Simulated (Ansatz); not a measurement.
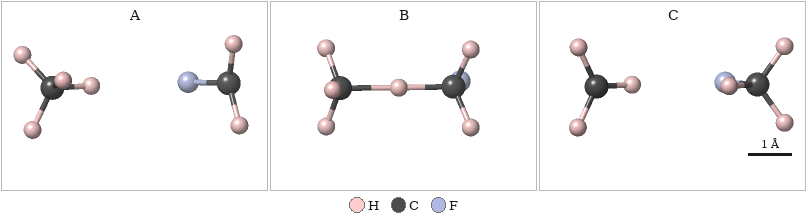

3 geometries from a converged minimum-energy path of C2H6F (multiplicity 2), made up at the start of CH3F and CH₃, shuffled. The picture is a ball-and-stick view, seen face on.

Level of theory: UKS PBE0/def2-SVP (Ansatz 0.2.0). Settings: 5 movable images; climbing image; force threshold 0.05 eV/Å; iteration limit 60; starting path through a guess of the saddle point.

Which of them lies highest in energy?

Answer. B. In order along the path, whose images run from 0 to 6: C (image 0, 0.0 kJ/mol), B (image 3, +50.4 kJ/mol), A (image 5, −22.1 kJ/mol). A hydrogen atom shifts from one atom to another. Breaking: C–H (1.10 → 3.21 Å). Forming: C–H (3.15 → 1.10 Å).

Limits of the set-up: the start holds two separate molecules, 2.3 Å apart at their closest, whose relative position is a soft coordinate and is computed without a dispersion correction.
